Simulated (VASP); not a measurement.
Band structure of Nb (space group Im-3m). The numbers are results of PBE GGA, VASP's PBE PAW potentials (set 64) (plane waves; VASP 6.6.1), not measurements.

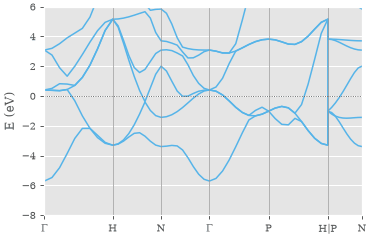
Fig. 1. Bands along high-symmetry lines, zero at the valence-band maximum or, without a gap, the Fermi level

Read the plot: is there a gap, and where are the band edges?

It has no gap at this level: it comes out as a metal or semimetal.

The structure is a typed Nb crystal (Im-3m). The cell was not relaxed at this level.
